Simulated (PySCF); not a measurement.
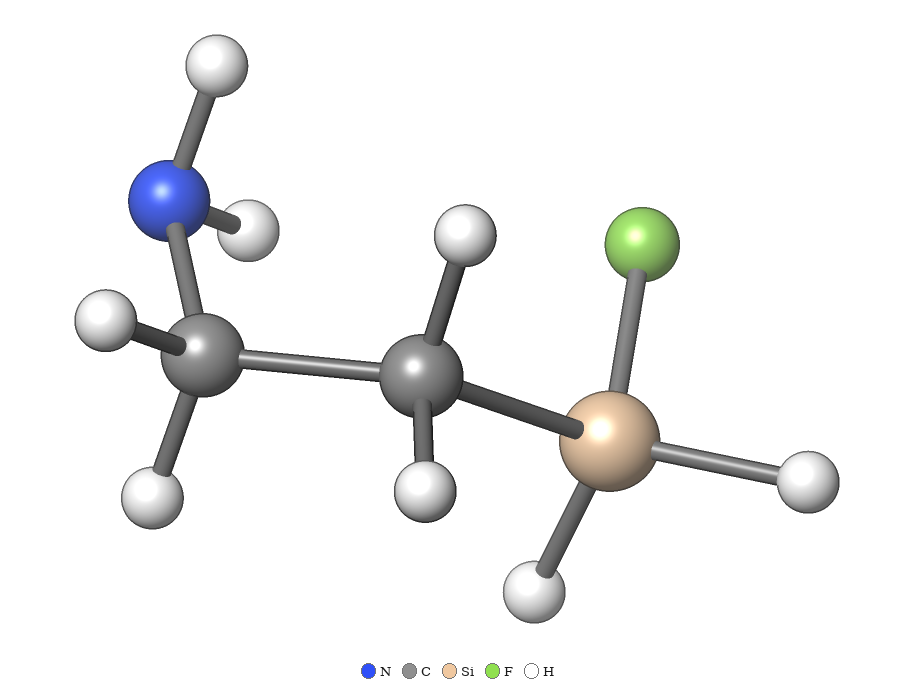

A ball-and-stick model of a molecule.

Computed geometry: GFN2-xTB optimisation. No frequency run is at hand to confirm it as a minimum.

Describe the molecule.

It has 13 atoms: 2 carbon, 8 hydrogen, 1 fluorine, 1 nitrogen and 1 silicon (C2H8FNSi). Its SMILES string is `NCC[SiH2]F`. It has no ring. Among its groups: primary amine, Si–H bond. The point group is C1. Coordination: 1 N trigonal pyramidal; 2 C tetrahedral; 1 Si tetrahedral.

More results for the same structure follow; atom numbers are the same in all pictures, views and colours differ.

Shape

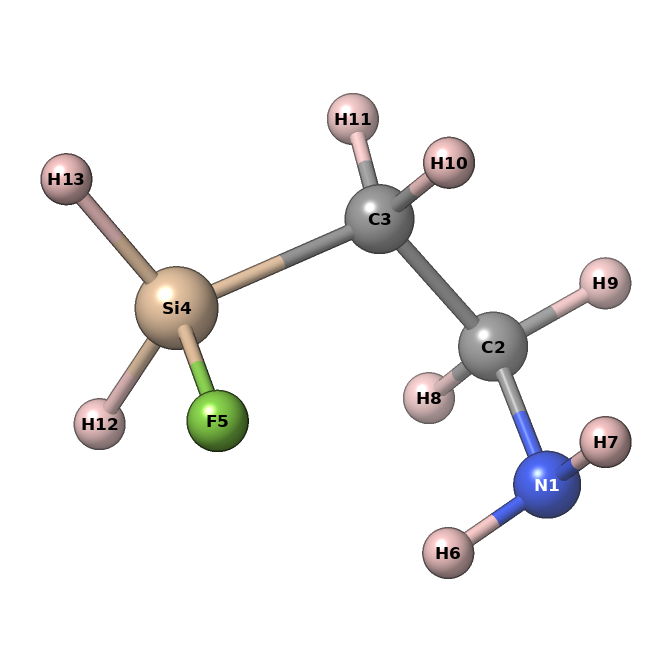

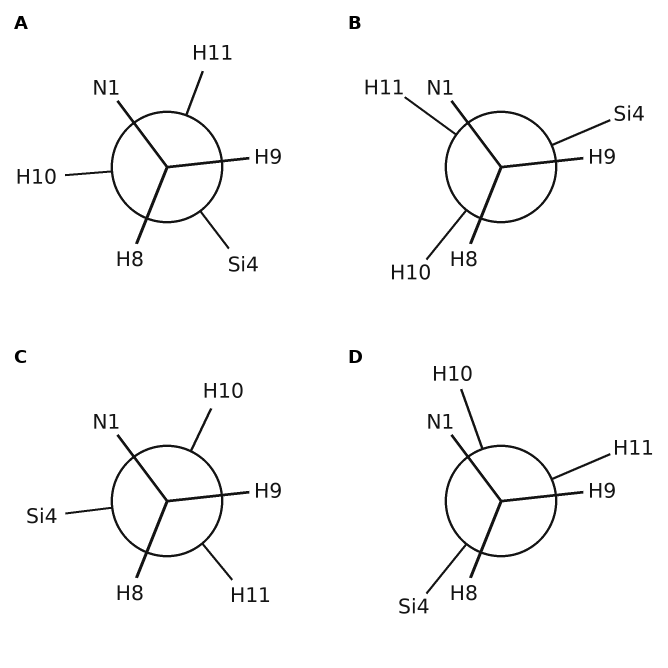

Depth is shown by fading: the farther an atom, the more it takes the colour of the background. Bonds that would overlap in a projection are set slightly apart. No frequency run is at hand to confirm it as a minimum.

Which Newman projection shows the view along C2–C3, with C2 in front?

Answer. C. The torsion angle N1–C2–C3–Si4 is −60°, synclinal (gauche).

Polarisability

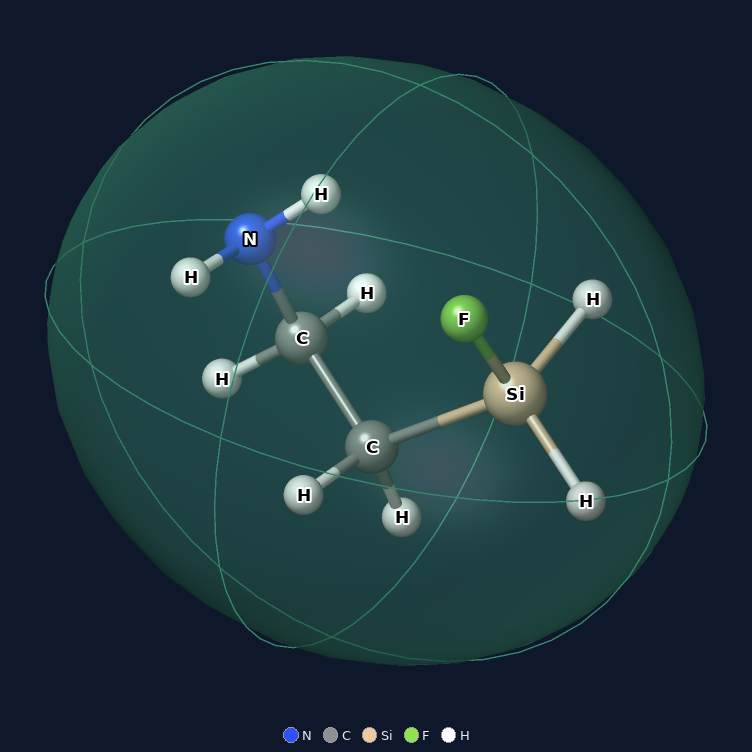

The ellipsoid shows the static dipole polarisability: its half-axes are proportional to the principal values. No frequency run is at hand to confirm it as a minimum. Computed with PBE0/def2-SVPD (PySCF 2.14.0).

How large and how anisotropic is the polarisability?

Answer. Principal values 53.9, 57.8, 66.9 bohr³; mean 59.5 bohr³ (8.82 Å³); anisotropy 11.5 bohr³, so the longest axis is 1.24 times the shortest.

Charges

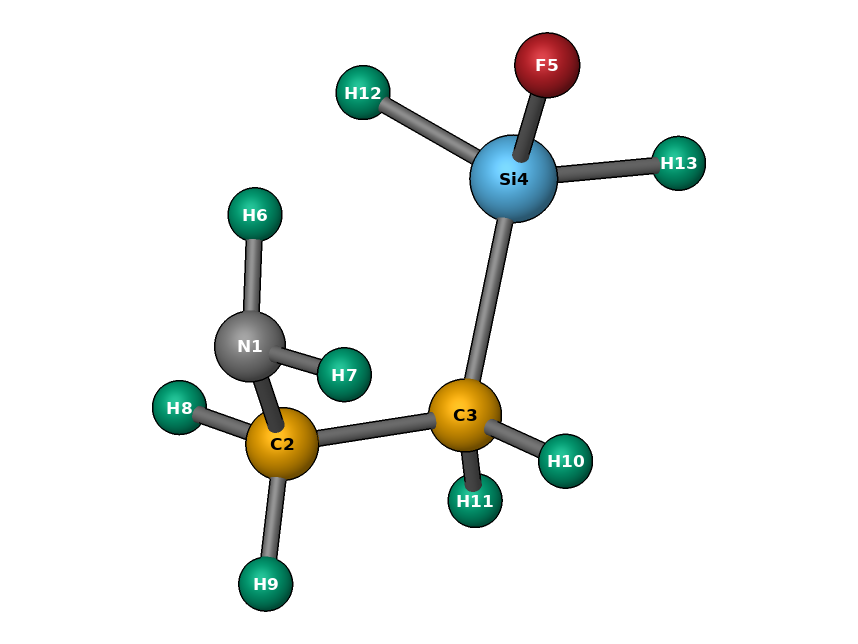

The questions are on ESP-fitted charges. No frequency run is at hand to confirm it as a minimum. Method: PBE0/pcSseg-1, gas phase (PySCF 2.14.0).

List the ESP-fitted charges.

```
atom  value (e)
  N1      −1.03
  C2       0.40
  C3      −0.53
 Si4       0.72
  F5      −0.35
  H6       0.39
  H7       0.39
  H8       0.01
  H9       0.01
 H10       0.15
 H11       0.09
 H12      −0.12
 H13      −0.13
```

NMR shielding

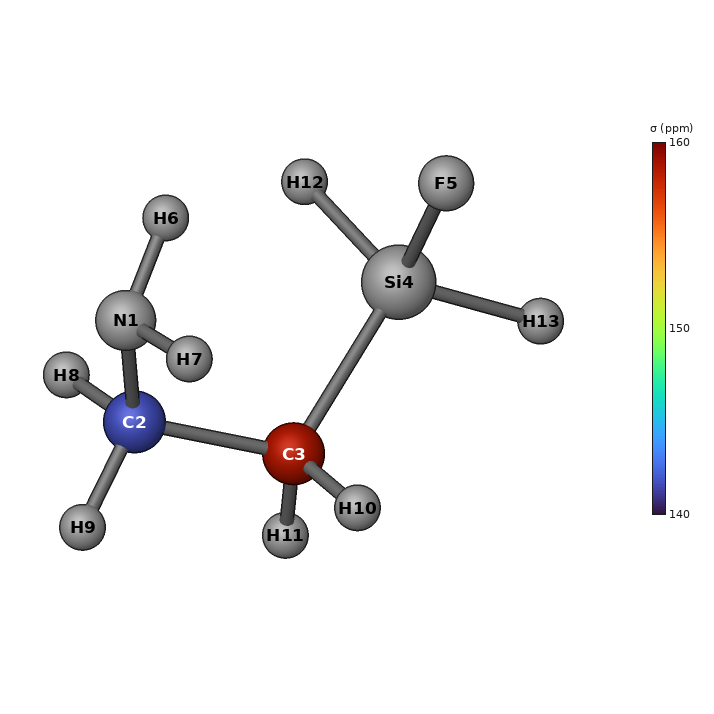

Atoms are coloured by their isotropic NMR shieldings (C only, the others grey). No frequency run is at hand to confirm it as a minimum. Level of theory: GIAO PBE0/pcSseg-1 NMR shielding, non-relativistic, gas phase (PySCF 2.14.0).

List the isotropic NMR shieldings of the C atoms.

```csv
atom,σ (ppm)
C2,141.7
C3,158.7
```

The geometry is semi-empirical. Around Si such bond lengths and angles can be off by a tenth of an ångström or more and by several degrees, and values that hang on the shape move with them.
